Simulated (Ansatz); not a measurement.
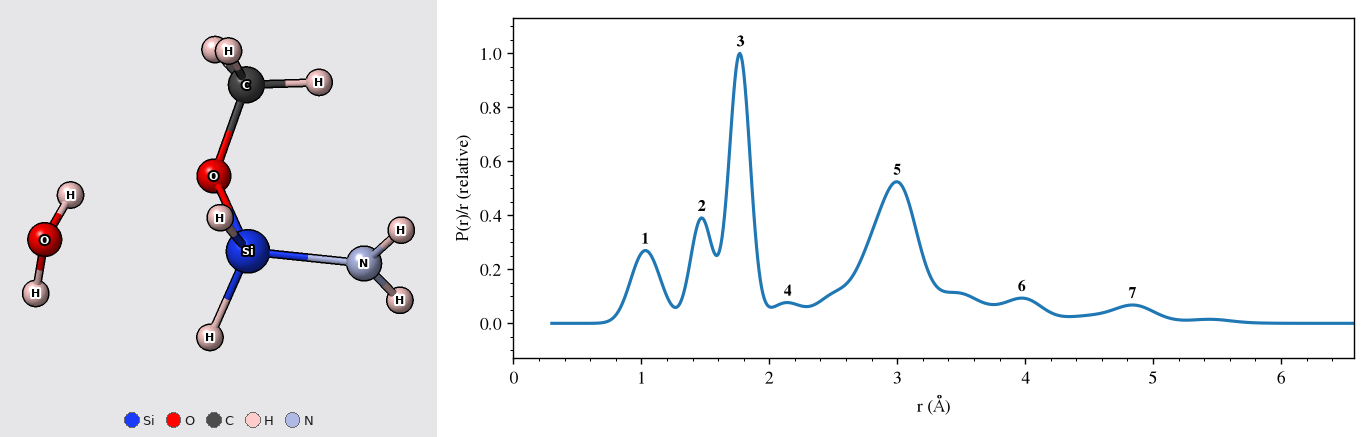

Simulated gas electron diffraction: radial distribution curve of CH9NO2Si. Each pair of atoms contributes with weight ZᵢZⱼ/r; damping constant 0.002 Å²; vibrational amplitudes assumed, not computed: 0.05 Å for bonds, 0.078 Å for bonds to H, 0.06 + 0.015 r up to 0.15 Å for other pairs. The geometry is the end point of an optimisation (Ansatz, RKS PBE-D4/6-31G); it may be a saddle point or a higher isomer.

**Read the positions of the numbered peaks and name the main pairs (– for bonds).**

Peak 1, 1.03 Å: O–H 0.98–0.99 Å (×2), N–H 1.02 Å (×2), C–H 1.10–1.11 Å (×3), not resolved
Peak 2, 1.47 Å: O–C 1.46 Å, Si–H 1.50–1.51 Å (×2)
Peak 3, 1.77 Å: Si–N 1.77 Å, Si–O 1.77 Å
Peak 4, 2.14 Å: O···H 2.07–2.26 Å (×4), not resolved
Peak 5, 3.00 Å: Si···C 2.80 Å, Si···H 2.89–3.08 Å (×3), O···N 2.96 Å, O···O 2.98 Å, Si···O 3.07 Å, not resolved; in its flanks Si···H 2.47–3.71 Å, N···C 3.50 Å
Peak 6, 3.97 Å: C···H 3.79–4.05 Å (×3), N···H 3.82 Å, O···H 3.98 Å, O···C 4.01 Å, not resolved
Peak 7, 4.84 Å: N···H 4.62–5.03 Å (×2), O···N 4.84 Å, O···H 4.94 Å, not resolved
